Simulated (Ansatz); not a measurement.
Input

```
crystal:
  periodic: [false, false, false]
  atoms:
    - {symbol: Cl, position_ang: [-0.528831, -0.477328, 2.276215]}
    - {symbol: I, position_ang: [2.251534, -1.306652, -0.603132]}
    - {symbol: I, position_ang: [-2.000763, -0.867715, -1.517167]}
    - {symbol: I, position_ang: [0.335449, 2.607617, -0.262603]}
    - {symbol: Zr, position_ang: [-0.007390, -0.029623, 0.065187]}
basis:
  gaussian:
    orbitals: def2-SVPD
hamiltonian:
  xc: {name: PBE0}
output:
  forces: true
  orbitals: {seedname: orbitals}
```

Launched as:

```sh
ansatz run input.yaml --threads 2 --pin off --max-ram 6090MiB --events-out events.jsonl --progress --plain --runs-dir runs
```

Geometry: PBE0-D4/def2-SVP; core potentials replace the inner electrons of I and Zr.

Theory: Ansatz, isolated molecule in a Gaussian basis; Kohn-Sham density functional theory, functional PBE0.

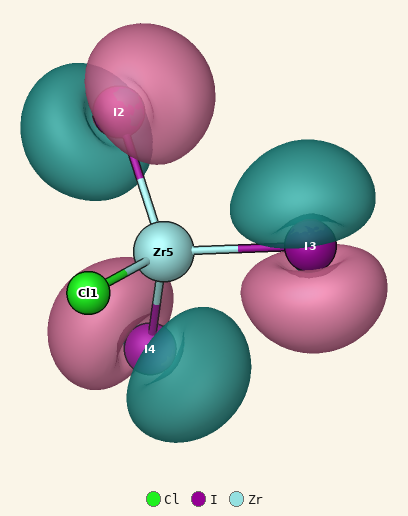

ClI$_{3}$Zr (SMILES [Cl][Zr]([I])([I])[I]). The HOMO at ±0.08 Å⁻³ᐟ² (teal and pink are the two phases), seen at a tilt.

Question: What is the character of this orbital?

Answer: It lies mainly on I2 (about 30 %), I3 (about 30 %) and I4 (about 30 %); largely a combination of lone pairs on I2, I3 and I4. Its energy is −7.95 eV.
